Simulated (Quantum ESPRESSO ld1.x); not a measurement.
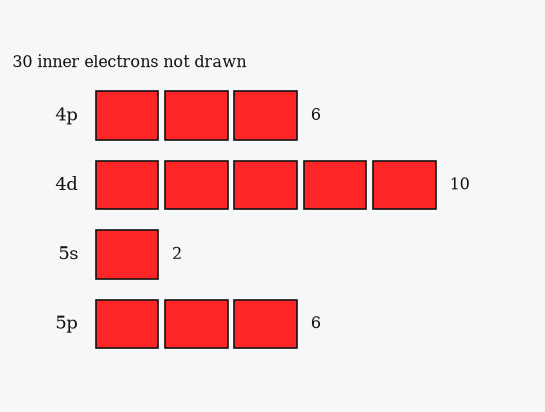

Figure 1. The outer shells as the input fills them: a box for each of the 2l + 1 orbitals, shaded by the share of the shell that is filled, with the electron count at the right.

## Atomic calculation, with input and output: Xe

- system: Xe, configuration typed as [Xe].
- method: radial all-electron Kohn-Sham run of Quantum ESPRESSO ld1.x with rel=1, lsd=1, dft='SLA-VWN' as typed

**The input**
```
 &input
    zed=54.0,
    iswitch=1,
    rel=1,
    lsd=1,
    dft='SLA-VWN',
    config='[Xe]',
    beta=1.5,
    prefix='ld1',
    max_out_wfc=37,
    file_charge='ld1.rho',
 /
```

Hardware: 1 CPU thread, shared host.

Launched with:
```bash
OMP_NUM_THREADS=1 ld1.x < ld1.in > ld1.out
```

**Log**
```
     Program LD1 v.7.5 starts

     --------------------------- All-electron run ----------------------------

     scalar relativistic calculation

     atomic number is 54.00
     dft =SLA-VWN   lsd =1 sic =0 latt =0  beta=1.50 tr2=1.0E-14
     Exchange-correlation= SLA-VWN
                           (   1   2   0   0   0   0   0)
     mesh =2075 r(mesh) =  99.78481 a.u. xmin = -8.00 dx = 0.00800
     1 Ry =  13.60569312 eV, c = 137.03599908

     n l     nl                  e(Ry)          e(Ha)          e(eV)
     1 0     1S 1( 1.00)     -2523.6362     -1261.8181    -34335.8195
     2 0     2S 1( 1.00)      -392.8308      -196.4154     -5344.7350
     2 1     2P 1( 3.00)      -352.6748      -176.3374     -4798.3849
     3 0     3S 1( 1.00)       -80.3156       -40.1578     -1092.7497
     3 1     3P 1( 3.00)       -67.3455       -33.6728      -916.2826
     4 0     4S 1( 1.00)       -14.4786        -7.2393      -196.9910
     4 1     4P 1( 3.00)       -10.3653        -5.1826      -141.0265
     3 2     3D 1( 5.00)       -48.0580       -24.0290      -653.8620
     5 0     5S 1( 1.00)        -1.4689        -0.7345       -19.9856
     5 1     5P 1( 3.00)        -0.6163        -0.3082        -8.3854
     4 2     4D 1( 5.00)        -4.3699        -2.1849       -59.4549
     1 0     1S 2( 1.00)     -2523.6362     -1261.8181    -34335.8195
     2 0     2S 2( 1.00)      -392.8308      -196.4154     -5344.7350
     2 1     2P 2( 3.00)      -352.6748      -176.3374     -4798.3849
     3 0     3S 2( 1.00)       -80.3156       -40.1578     -1092.7497
     3 1     3P 2( 3.00)       -67.3455       -33.6728      -916.2826
     4 0     4S 2( 1.00)       -14.4786        -7.2393      -196.9910
     4 1     4P 2( 3.00)       -10.3653        -5.1826      -141.0265
     3 2     3D 2( 5.00)       -48.0580       -24.0290      -653.8620
     5 0     5S 2( 1.00)        -1.4689        -0.7345       -19.9856
     5 1     5P 2( 3.00)        -0.6163        -0.3082        -8.3854
     4 2     4D 2( 5.00)        -4.3699        -2.1849       -59.4549

     final scf error:  6.2E-15 reached in  21 iterations

     Etot =  -14882.767953 Ry,   -7441.383977 Ha, -202490.373590 eV
     Total magnetization:    0.00 Bohr mag.

     Ekin =   15647.224515 Ry,    7823.612258 Ha,  212891.334980 eV
     Encl =  -36033.659684 Ry,  -18016.829842 Ha, -490262.915765 eV
     Eh   =    5864.915089 Ry,    2932.457545 Ha,   79796.234898 eV
     Exc  =    -361.247873 Ry,    -180.623937 Ha,   -4915.027702 eV

     normalization and overlap integrals

     s(1S/1S) =  1.000000  <r> =   0.0267  <r2> =    0.0010  r(max) =   0.0172
     s(1S/2S) = -0.015648
     s(1S/3S) = -0.006626
     s(1S/4S) = -0.003072
     s(1S/5S) = -0.001161
     s(2S/2S) =  1.000000  <r> =   0.1147  <r2> =    0.0155  r(max) =   0.0970
     s(2S/3S) = -0.004093
     s(2S/4S) = -0.001824
     s(2S/5S) = -0.000684
     s(2P/2P) =  1.000000  <r> =   0.1003  <r2> =    0.0123  r(max) =   0.0775
     s(2P/3P) = -0.003336
     s(2P/4P) = -0.001396
     s(2P/5P) = -0.000440
     s(3S/3S) =  1.000000  <r> =   0.3069  <r2> =    0.1076  r(max) =   0.2789
     s(3S/4S) = -0.001241
     s(3S/5S) = -0.000453
     s(3P/3P) =  1.000000  <r> =   0.3047  <r2> =    0.1077  r(max) =   0.2723
     s(3P/4P) = -0.001054
     s(3P/5P) = -0.000324
     s(4S/4S) =  1.000000  <r> =   0.7170  <r2> =    0.5808  r(max) =   0.6617
     s(4S/5S) = -0.000293
     s(4P/4P) =  1.000000  <r> =   0.7653  <r2> =    0.6673  r(max) =   0.6942
     s(4P/5P) = -0.000209
     s(3D/3D) =  1.000000  <r> =   0.2811  <r2> =    0.0934  r(max) =   0.2265
     s(3D/4D) = -0.000725
     s(5S/5S) =  1.000000  <r> =   1.8546  <r2> =    3.8994  r(max) =   1.6210
     s(5P/5P) =  1.000000  <r> =   2.3099  <r2> =    6.1664  r(max) =   1.9022
     s(4D/4D) =  1.000000  <r> =   0.8778  <r2> =    0.9004  r(max) =   0.7460
     s(1S/1S) =  1.000000  <r> =   0.0267  <r2> =    0.0010  r(max) =   0.0172
     s(1S/2S) = -0.015648
     s(1S/3S) = -0.006626
     s(1S/4S) = -0.003072
     s(1S/5S) = -0.001161
     s(2S/2S) =  1.000000  <r> =   0.1147  <r2> =    0.0155  r(max) =   0.0970
     s(2S/3S) = -0.004093
     s(2S/4S) = -0.001824
     s(2S/5S) = -0.000684
     s(2P/2P) =  1.000000  <r> =   0.1003  <r2> =    0.0123  r(max) =   0.0775
     s(2P/3P) = -0.003336
     s(2P/4P) = -0.001396
     s(2P/5P) = -0.000440
     s(3S/3S) =  1.000000  <r> =   0.3069  <r2> =    0.1076  r(max) =   0.2789
     s(3S/4S) = -0.001241
     s(3S/5S) = -0.000453
     s(3P/3P) =  1.000000  <r> =   0.3047  <r2> =    0.1077  r(max) =   0.2723
     s(3P/4P) = -0.001054
     s(3P/5P) = -0.000324
     s(4S/4S) =  1.000000  <r> =   0.7170  <r2> =    0.5808  r(max) =   0.6617
     s(4S/5S) = -0.000293
     s(4P/4P) =  1.000000  <r> =   0.7653  <r2> =    0.6673  r(max) =   0.6942
     s(4P/5P) = -0.000209
     s(3D/3D) =  1.000000  <r> =   0.2811  <r2> =    0.0934  r(max) =   0.2265
     s(3D/4D) = -0.000725
     s(5S/5S) =  1.000000  <r> =   1.8546  <r2> =    3.8994  r(max) =   1.6210
     s(5P/5P) =  1.000000  <r> =   2.3099  <r2> =    6.1664  r(max) =   1.9022
     s(4D/4D) =  1.000000  <r> =   0.8778  <r2> =    0.9004  r(max) =   0.7460

     ------------------------ End of All-electron run ------------------------
```

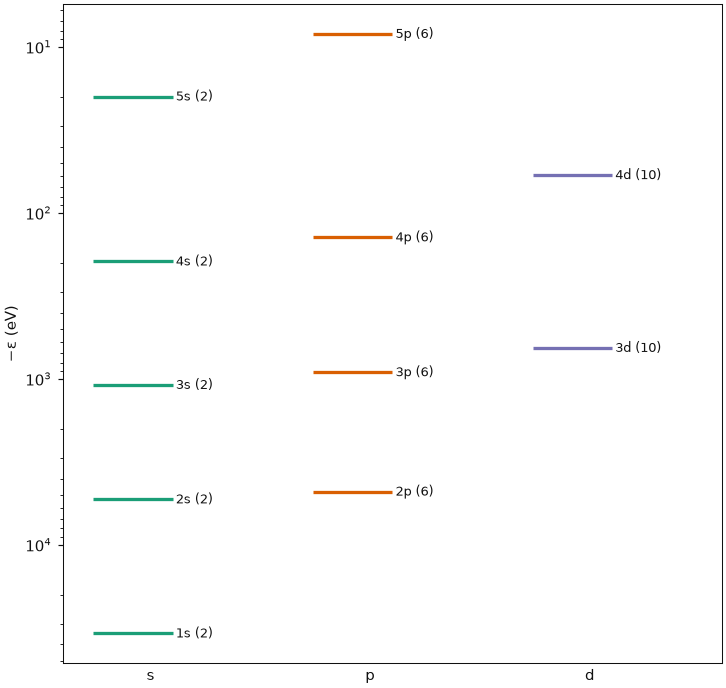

Figure 2. All occupied levels, on a logarithmic scale of binding energy, are drawn by angular momentum (occupations in brackets). They are the filled levels of this odd run. The highest occupied level is 5p at −8.39 eV. The highest 5 occupied levels, from the top down, are 5p (−8.39 eV), 5s (−20.0 eV), 4d (−59.5 eV), 4p (−141.0 eV), 4s (−197.0 eV).

**Outcome**

- outcome: converged
- total energy: −7441.3840 hartree
- kinetic energy: 7823.6123 hartree
- electron–nucleus energy: −18016.8298 hartree
- Hartree energy: 2932.4575 hartree
- exchange–correlation energy: −180.623937 hartree
- SCF iterations: 21
- wall time: 0.93 s

**What is odd here**

The input is odd on purpose: mixing too large. The program ran to the end, and its total energy equals that of the same run with the usual input (−7441.38398 hartree) within 10⁻⁵ hartree, so the oddity leaves no trace in it.
